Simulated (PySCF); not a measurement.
Consider C4H9BrOSi.

```csv
atom,x (Å),y (Å),z (Å)
C,-2.3317,0.9604,0.3027
C,-0.8808,0.7949,-0.1413
Si,-0.0411,-0.7183,0.6338
Br,-1.2640,-2.5157,0.0888
C,1.6728,-1.0569,-0.1306
C,2.5587,0.0468,0.3096
O,2.1950,0.8983,1.0768
H,-2.3947,1.0815,1.3817
H,-2.7759,1.8379,-0.1627
H,-2.9247,0.0917,0.0229
H,-0.8525,0.7185,-1.2326
H,-0.3171,1.6896,0.1252
H,-0.0030,-0.7517,2.0887
H,2.0963,-2.0013,0.2179
H,1.6707,-1.1182,-1.2209
H,3.5844,0.0515,-0.1040
```

Geometry: GFN2-xTB.

Theory: PySCF 2.14.0, CAM-B3LYP/def2-SVPD, SCF density, gas phase.

Question: Predict the electron density and electron localisation function between the atoms.

Answer: C–O (1.20 Å): ρ at the midpoint is about 3.4 e/Å³; the ELF peaks at about 0.85 between the atoms (a short, multiple covalent bond).
C–C (1.48 Å): ρ at the midpoint is about 1.8 e/Å³; the ELF peaks at about 0.95 between the atoms, as expected for a shared electron pair.
C–Si (1.91 Å): the density is about 0.94 e/Å³ at the midpoint; the ELF peaks at about 1 between the atoms, as expected for a covalent bond.
Si–Br (2.24 Å): ρ is about 0.75 e/Å³ halfway; the ELF peaks at about 0.90 between the atoms; a polar covalent bond.

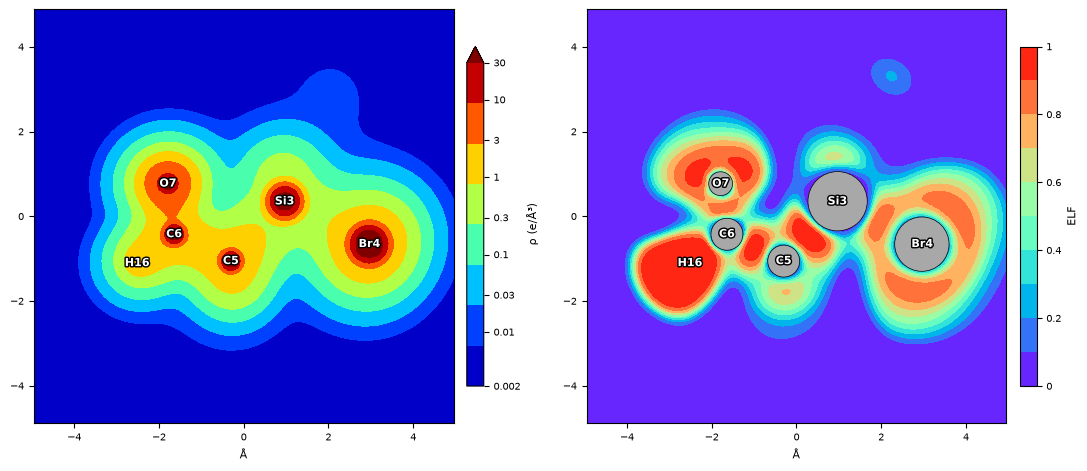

Computed electron density and electron localisation function on the plane of atoms O7, C6 and H16, in this order. Grey discs cover the atomic cores in the ELF map. 
